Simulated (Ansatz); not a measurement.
## Electronic structure of CH4ClGaSi (SMILES Cl[SiH2][CH2][Ga]) in real space

Input

```
crystal:
  periodic: [false, false, false]
  atoms:
    - symbol: C
      position_ang: [-0.629670, -1.104200, 2.222316]
    - symbol: Cl
      position_ang: [-2.554227, -1.160548, -0.493244]
    - symbol: Ga
      position_ang: [-0.127684, -1.542074, 4.216908]
    - symbol: Si
      position_ang: [-2.241792, -1.720152, 1.522210]
    - symbol: H
      position_ang: [-2.297279, -3.218754, 1.564025]
    - symbol: H
      position_ang: [-3.400094, -1.172323, 2.302563]
    - symbol: H
      position_ang: [0.218892, -1.500785, 1.617286]
    - symbol: H
      position_ang: [-0.591153, 0.008171, 2.154227]
basis:
  gaussian: {orbitals: def2-TZVPD}
hamiltonian: {xc: pbe0}
output: {forces: true, orbitals: {seedname: orbitals}}
```

Launched as:

```sh
ansatz run input.yaml --threads 2 --pin off --max-ram 4350MiB --events-out events.jsonl --progress --plain --runs-dir runs
```

Geometry: BLYP-D3(BJ)/def2-SVP.

Method: Ansatz, isolated molecule in a Gaussian basis; Kohn-Sham density functional theory, functional PBE0.

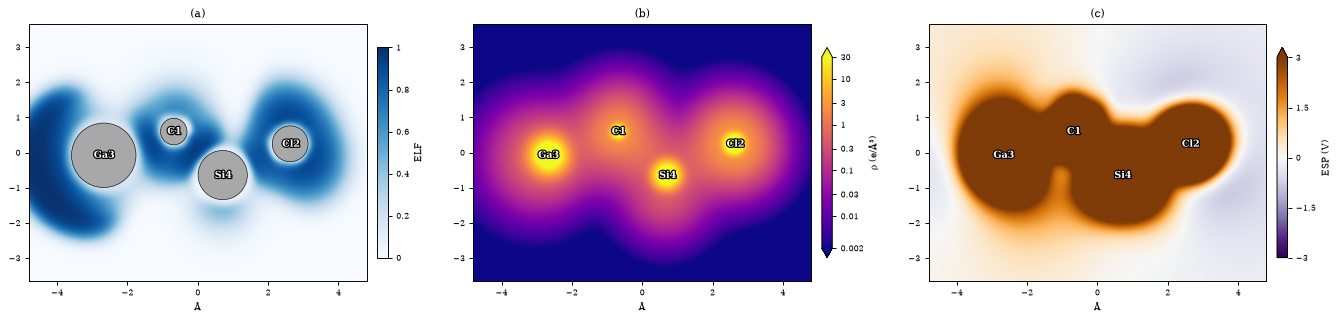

Figure 1. (a) electron localisation function; (b) electron density; (c) molecular electrostatic potential on the plane of atoms Ga3, C1 and Si4. Grey discs cover the atomic cores in the ELF map.

> Interpret the plot.

- The plane passes through C, Cl, Ga and Si nuclei.
- C–Si (1.86 Å): ρ at the midpoint is about 0.95 e/Å³; the ELF peaks at about 0.95 between the atoms; a covalent bond.
- C–Ga (2.10 Å): ρ is about 0.61 e/Å³ halfway; the ELF peaks at about 0.90 in the valence shell of C, 0.7 Å from its nucleus, and is about 0.55 at the midpoint.
- Si–Cl (2.11 Å): the density is about 0.81 e/Å³ at the midpoint; the ELF peaks at about 0.85 between the atoms; a polar covalent bond.
- The ELF also peaks beside Cl2, away from the bonds: lone-pair regions.
- Outside the dense part of the molecule the potential is most negative (−0.8 V) near Cl2.

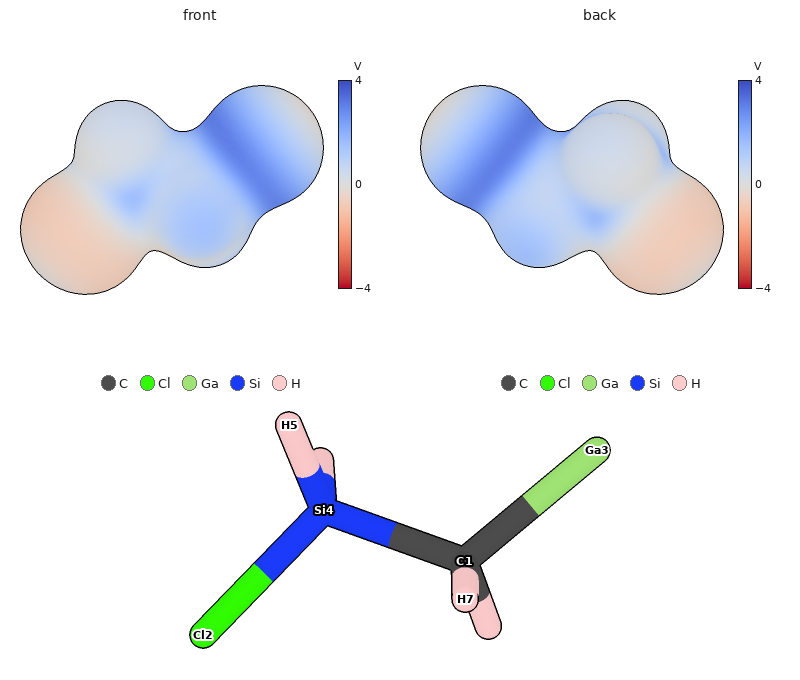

Figure 2. The molecular electrostatic potential painted on the density surface at 0.004 e/bohr³, seen from the front and from behind; red is negative and blue positive. The bare structure is drawn below in the same view.

> Describe the electrostatic potential map.

The most negative region (about −0.8 V) lies over Cl2, the most positive (about +3.0 V) over Ga3.

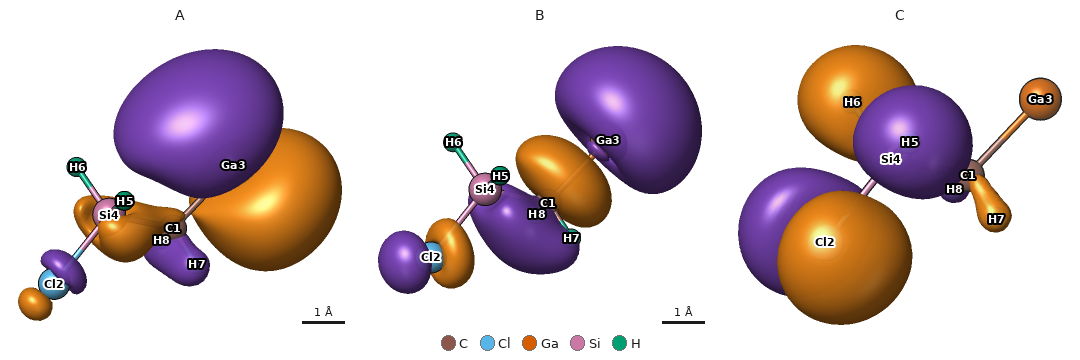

Figure 3. Three frontier orbitals at ±0.06 Å⁻³ᐟ² (orange and purple are the two phases), in no order.

> Which picture is the HOMO−1, the HOMO and the LUMO?

C is the HOMO−1 (−8.54 eV). Its weight (Hirshfeld) is mainly on Cl2 (about 65 %), Si4 (about 15 %), H6 (about 10 %) and H5 (about 10 %). B is the HOMO (−6.27 eV). Its weight (Hirshfeld) is mainly on Ga3 (about 60 %) and C1 (about 30 %). A is the LUMO (−1.90 eV). By Hirshfeld shares it lies mainly on Ga3 (about 80 %) and Si4 (about 5 %).

> What is the HOMO–LUMO gap?

4.37 eV between the orbital energies.
